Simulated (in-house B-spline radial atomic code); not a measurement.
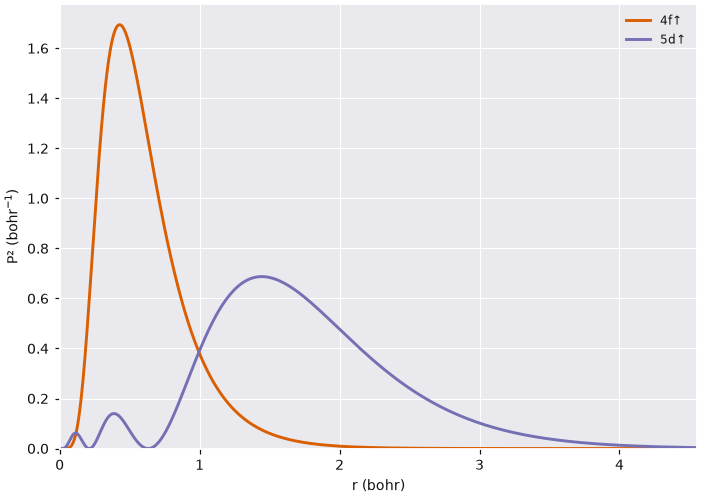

The W³⁺ ion; electrons: [Xe] 4f14 5d3 (high spin). The calculation used an in-house B-spline radial code at this level: scalar-relativistic (spin-free one-electron X2C) LDA (Slater, VWN5), spin-polarised, spherical fractional occupations, Fermi nucleus, basis-set limit. Radial functions and radii carry no picture-change correction.

```
Z = 74
electrons = 71.0
configuration = [Xe] 4f14 5d3
hamiltonian = x2c
method = lda,vwn
spin_polarised = True
nucleus = fermi
rms_radius = 5.3658
mass_number = 184
atomic_mass = 183.95093318
speed_of_light = 137.035999084
```

The plot shows the radial probability densities P² of 5d up and 4f up.

**What does the plot show?**

4f up: outer maximum at 0.428 bohr, ⟨r⟩ = 0.608 bohr, 0 nodes, eigenvalue −62.7 eV; 5d up: outer maximum at 1.44 bohr, ⟨r⟩ = 1.75 bohr, 2 nodes, eigenvalue −32.3 eV.
